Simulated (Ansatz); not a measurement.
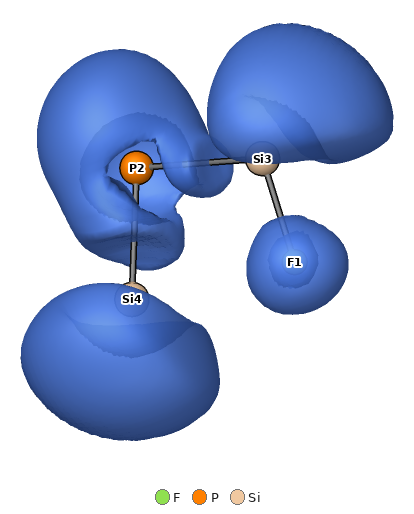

Figure 1: FPSi$_{2}$ (SMILES F[Si]#P=[Si]). Isosurface of the electron localisation function at 0.75 (blue), seen at a tilt. Only the valence region is drawn (cores and ρ < 0.01 e/Å³ removed).

Geometry: PBE0-D3(BJ)/def2-SVP.

Computed with isolated molecule in a Gaussian basis; Kohn-Sham density functional theory, functional PBE0 in Ansatz 0.2.0.

```tsv
atom	x (Å)	y (Å)	z (Å)
F	-0.6810	0.3552	-0.7337
P	1.4713	-1.4789	-2.1897
Si	-0.6490	-1.1706	-1.4159
Si	2.0114	0.1596	-1.0462
```

Identify the bonds, lone pairs and shells in this picture.

Answer. The ELF exceeds this value in one region on P in which the atom's valence shell and bonds are merged, two lobes on Si, pointing away from the bonds (lone pairs) and one region wrapped around F (its lone pairs, merged into a ring or cap).

Values along the shortest contacts:
Si–F (1.67 Å): the ELF peaks at about 0.85 in the valence shell of F, 0.6 Å from its nucleus, and is about 0.50 at the midpoint. Si–P (2.07 Å): the ELF peaks at about 0.85 between the atoms; a covalent bond.
